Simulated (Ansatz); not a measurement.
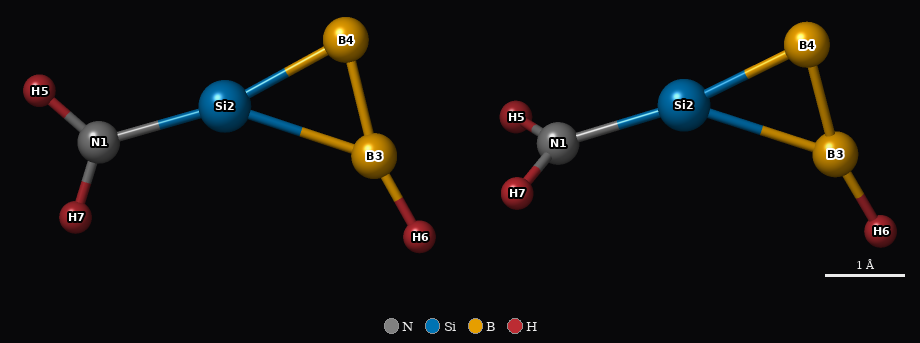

Two geometries of B$_{2}$SiNH$_{3}$, drawn at one scale. One is the start of a relaxation, the other its converged end. Style: ball-and-stick. Shown from a free direction.

These are results of Ansatz, RKS PBE0-D4/def2-TZVP, not measurements. Settings: force threshold 0.005 eV/Å; at most 200 steps.

Q: Which one is relaxed?

A: The left one is the relaxed one. It is one of the separated reactants of a reaction. The energy falls by 5.26 kJ/mol in 35 accepted moves (45 points after the start). The largest force component goes from 0.75 to 0.0035 eV/Å. The line search rejected the trial steps at points 9, 11, 12, 23, 25, 26, 29, 30 and more of the run. The forces were under the threshold at step 31, but the run went on from there. H5 moves most after the best rigid fit: 0.86 Å. Largest moves by element: H 0.86 Å, B 0.43 Å, Si 0.16 Å, N 0.02 Å. Among the contacts that change: Si2–B4 1.813 → 1.776 Å, B3–B4 1.570 → 1.534 Å, N1–Si2 1.714 → 1.686 Å, Si2–B3 2.039 → 2.015 Å. Bond angles that change, for instance: N1–Si2–B3 142.3° → 145.6°, N1–Si2–B4 170.0° → 167.2°.
